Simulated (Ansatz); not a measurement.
# BH2ClO (SMILES OBCl) at PBE0/def2-SVPD

What is the electronic atomisation energy of BH2ClO at PBE0/def2-SVPD? 

The calculation is run with Ansatz 0.2.0.

64 further runs of the same task are left out: 64 set aside as unsound or not needed.

## (1) Starting point

BH2ClO has 5 atoms, charge 0, and is taken as a singlet. SMILES: `OBCl`. The coordinates come from a PBE0-D4/def2-TZVP relaxation. This is one conformer, not always the lowest.

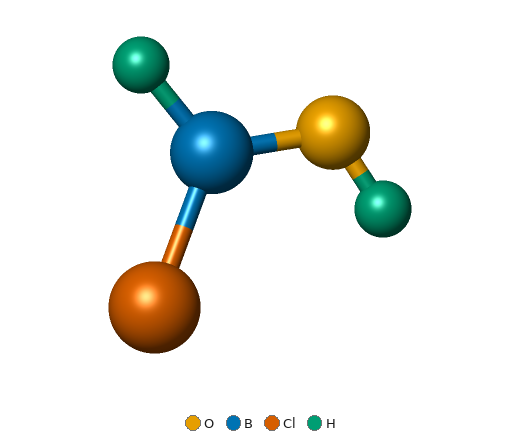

Viewed from a chosen angle; oxygen amber, boron blue, chlorine orange, hydrogen teal.

## (2) The energy at PBE0/def2-SVPD

The input, in.yaml:

```yaml
crystal:
  periodic: [false, false, false]
  atoms:
    - {symbol: O, position_ang: [-0.863300, -0.618600, -0.002900]}
    - {symbol: B, position_ang: [0.379000, -0.137200, 0.137900]}
    - {symbol: Cl, position_ang: [0.788600, 1.496000, -0.395300]}
    - {symbol: H, position_ang: [-1.477700, 0.001200, -0.409700]}
    - {symbol: H, position_ang: [1.223300, -0.815100, 0.628600]}
basis:
  gaussian: {orbitals: def2-SVPD}
hamiltonian: {xc: pbe0}
accuracy: high
output: {orbitals: {seedname: orbitals}}
```

The run is started by

```
ansatz run in.yaml --threads 1 --pin off --max-ram 3480MiB --events-out events.jsonl --progress --plain --runs-dir runs
```

What it wrote:

```text
Warning: RAYON_NUM_THREADS=1 ignored (pool sized by the plan → 1); use --threads N
Functional definition: PBE0
  name "PBE0"
  parameter a = 0.25
  parameter kappa = 0.804
  parameter beta = 0.06672455060314922
  exchange = (1 - a)*pbe_x(kappa = kappa, mu = beta*pi^2/3) + a*exact_x
  correlation = pbe_c(beta = beta)
1663 factors; integrals over basis functions are off by at most 3.7e-9 eV
mean field evaluation 1: about -15264.6160 eV, gradient 4.5e1 eV
mean field evaluation 2: about -15258.0377 eV, gradient 7.4e1 eV
mean field evaluation 4: about -15268.1164 eV, gradient 1.6e0 eV
mean field evaluation 8: about -15268.1231 eV, gradient 1.0e-1 eV
mean field evaluation 16: about -15268.1231 eV, gradient 1.3e-6 eV
mean field -15268.12309447 eV, -561.0931746161 hartree, gradient 4.2e-8 eV, S^2 0.000000; 0 other end points of the search recorded, 0 dependent functions left out
reference -15268.12309740 eV, -561.0931747239 hartree; 16, 16 occupied and 70, 70 virtual orbitals, 1663 factors
Total energy: -15268.12309740 eV, -561.0931747239 hartree
```

Wall time 3.9 s (1 thread of Arm Neoverse V2, shared host); peak memory 0.23 GiB.

## (3) The B atom at the same level

The input, molecule.yaml:

```yaml
crystal:
  periodic: [false, false, false]
  atoms:
    - {symbol: B, position_ang: [0.000000, 0.000000, 0.000000]}
basis:
  gaussian: {orbitals: def2-SVPD}
magnetization: {spin_polarized: true, initial_magnetization: 1}
hamiltonian: {xc: {name: PBE0}}
accuracy: high
```

The run is started by

```
ansatz run molecule.yaml --threads 1 --pin off --max-ram 3480MiB --events-out events.jsonl --progress --plain --runs-dir runs
```

What it wrote:

```text
Warning: RAYON_NUM_THREADS=1 ignored (pool sized by the plan → 1); use --threads N
Functional definition: PBE0
  name "PBE0"
  parameter a = 0.25
  parameter kappa = 0.804
  parameter beta = 0.06672455060314922
  exchange = (1 - a)*pbe_x(kappa = kappa, mu = beta*pi^2/3) + a*exact_x
  correlation = pbe_c(beta = beta)
161 factors; integrals over basis functions are off by at most 2.8e-9 eV
mean field evaluation 1: about -669.0674 eV, gradient 2.4e0 eV
mean field evaluation 2: about -669.1266 eV, gradient 5.1e-1 eV
mean field evaluation 4: about -669.1226 eV, gradient 4.9e-1 eV
mean field evaluation 8: about -669.1252 eV, gradient 5.6e-4 eV
mean field evaluation 16: about -669.1252 eV, gradient 1.1e-8 eV
mean field -669.12518408 eV, -24.5898969655 hartree, gradient 1.1e-8 eV, S^2 0.753850; 0 other end points of the search recorded, 0 dependent functions left out
reference -669.12518582 eV, -24.5898970295 hartree; 3, 2 occupied and 17, 18 virtual orbitals, 161 factors
Total energy: -669.12518582 eV, -24.5898970295 hartree
```

Wall time 0.34 s (1 thread of Arm Neoverse V2, shared host).

## (4) The Cl atom, same level

The input, job.yaml:

```yaml
crystal:
  periodic: [false, false, false]
  atoms:
    - {symbol: Cl, position_ang: [0.000000, 0.000000, 0.000000]}
basis:
  gaussian:
    orbitals: def2-SVPD
magnetization:
  spin_polarized: true
  initial_magnetization: 1
hamiltonian:
  xc: {name: PBE0}
accuracy: high
```

The run is started by

```
ansatz run job.yaml --threads 1 --pin off --max-ram 3480MiB --events-out events.jsonl --progress --plain --runs-dir runs
```

What it wrote:

```text
Warning: RAYON_NUM_THREADS=1 ignored (pool sized by the plan → 1); use --threads N
Functional definition: PBE0
  name "PBE0"
  parameter a = 0.25
  parameter kappa = 0.804
  parameter beta = 0.06672455060314922
  exchange = (1 - a)*pbe_x(kappa = kappa, mu = beta*pi^2/3) + a*exact_x
  correlation = pbe_c(beta = beta)
222 factors; integrals over basis functions are off by at most 2.5e-9 eV
mean field evaluation 1: about -12512.9941 eV, gradient 3.1e0 eV
mean field evaluation 2: about -12513.0542 eV, gradient 9.2e-1 eV
mean field evaluation 4: about -12513.0598 eV, gradient 3.8e-1 eV
mean field evaluation 8: about -12513.0605 eV, gradient 4.7e-4 eV
mean field evaluation 16: about -12513.0605 eV, gradient 5.7e-9 eV
mean field -12513.06052595 eV, -459.8464926716 hartree, gradient 2.6e-9 eV, S^2 0.752809; 0 other end points of the search recorded, 0 dependent functions left out
reference -12513.06052781 eV, -459.8464927399 hartree; 9, 8 occupied and 18, 19 virtual orbitals, 222 factors
Total energy: -12513.06052781 eV, -459.8464927399 hartree
```

Run time: 0.84 s. Hardware: 1 thread of Arm Neoverse V2, shared host.

## (5) The H atom, same level

The input, job.yaml:

```yaml
crystal:
  periodic: [false, false, false]
  atoms:
    - symbol: H
      position_ang: [0.000000, 0.000000, 0.000000]
basis:
  gaussian:
    orbitals: def2-SVPD
accuracy: high
magnetization:
  spin_polarized: true
  initial_magnetization: 1
hamiltonian:
  xc: pbe0
```

The run is started by

```
ansatz run job.yaml --threads 1 --pin off --max-ram 3480MiB --events-out events.jsonl --progress --plain --runs-dir runs
```

What it wrote:

```text
Warning: RAYON_NUM_THREADS=1 ignored (pool sized by the plan → 1); use --threads N
Functional definition: PBE0
  name "PBE0"
  parameter a = 0.25
  parameter kappa = 0.804
  parameter beta = 0.06672455060314922
  exchange = (1 - a)*pbe_x(kappa = kappa, mu = beta*pi^2/3) + a*exact_x
  correlation = pbe_c(beta = beta)
33 factors; integrals over basis functions are off by at most 2.1e-9 eV
mean field evaluation 1: about -13.6122 eV, gradient 3.3e-1 eV
mean field evaluation 2: about -13.6136 eV, gradient 2.0e-2 eV
mean field evaluation 4: about -13.6136 eV, gradient 2.2e-5 eV
mean field evaluation 8: about -13.6136 eV, gradient 1.1e-8 eV
mean field -13.61360498 eV, -0.5002907553 hartree, gradient 1.1e-8 eV, S^2 0.750000; 0 other end points of the search recorded, 0 dependent functions left out
reference -13.61360633 eV, -0.5002908051 hartree; 1, 0 occupied and 7, 8 virtual orbitals, 33 factors
Total energy: -13.61360633 eV, -0.5002908051 hartree
```

Run time: 0.1 s. Hardware: 1 thread of Arm Neoverse V2, shared host.

## (6) The O atom, same level

The input, input.yaml:

```yaml
crystal:
  periodic: [false, false, false]
  atoms:
    - {symbol: O, position_ang: [0.000000, 0.000000, 0.000000]}
basis:
  gaussian:
    orbitals: def2-SVPD
magnetization:
  spin_polarized: true
  initial_magnetization: 2
hamiltonian:
  xc: {name: PBE0}
accuracy: high
```

Run the same way, it converges to -74.93194 Eh (log not shown).

## (7) Outcome

Level: PBE0/def2-SVPD.

```
                     quantity          value
       molecule: total energy  -561.09317 Eh
        molecule: HOMO energy       -9.25 eV
        molecule: LUMO energy       -0.52 eV
      molecule: HOMO–LUMO gap        8.73 eV
         B atom: total energy   -24.58990 Eh
                 B atom: ⟨S²⟩          0.754
        Cl atom: total energy  -459.84649 Eh
                Cl atom: ⟨S²⟩          0.753
         H atom: total energy    -0.50029 Eh
                 H atom: ⟨S²⟩          0.750
         O atom: total energy   -74.93194 Eh
                 O atom: ⟨S²⟩          2.004
electronic atomisation energy      19.708 eV
```

**Reading.** Taking the molecule apart into free atoms costs 19.71 eV (1902 kJ/mol), before zero-point energy and without spin-orbit coupling.
